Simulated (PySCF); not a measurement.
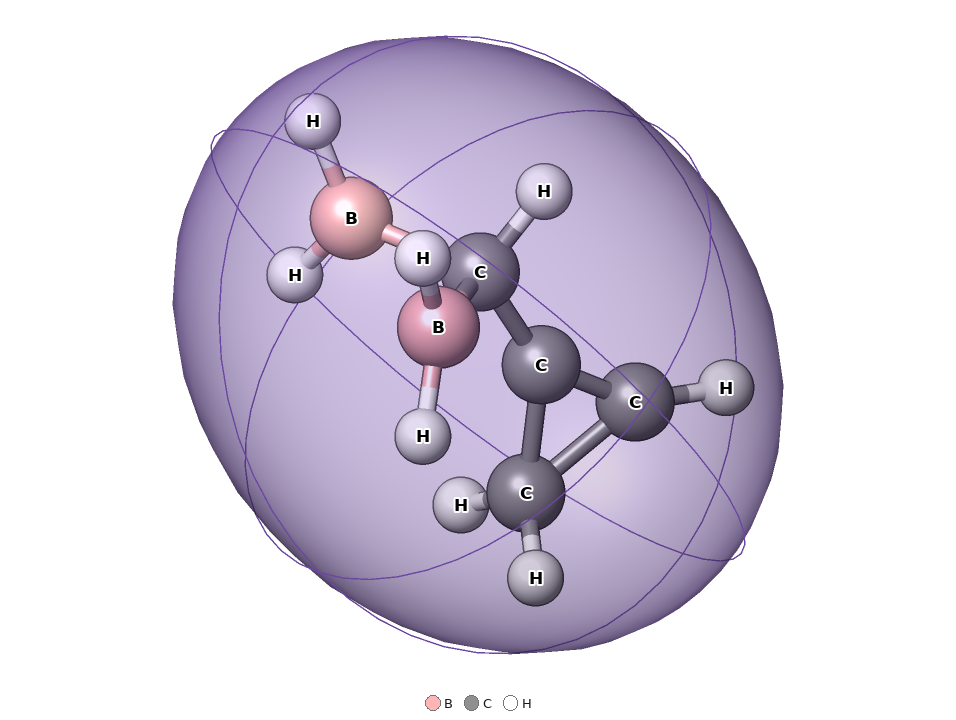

The ellipsoid shows the static dipole polarisability: its half-axes are proportional to the principal values. Computed geometry: GFN2-xTB optimisation. No frequency run is at hand to confirm it as a minimum. Method: CAM-B3LYP/def2-SVPD (PySCF 2.14.0).

> How large and how anisotropic is the polarisability?

Principal values 63.8, 65.8, 84.7 bohr³; mean 71.5 bohr³ (10.59 Å³); anisotropy 20.0 bohr³, so the longest axis is 1.33 times the shortest.

The geometry is semi-empirical. Around B such bond lengths and angles can be off by a tenth of an ångström or more and by several degrees, and values that hang on the shape move with them.
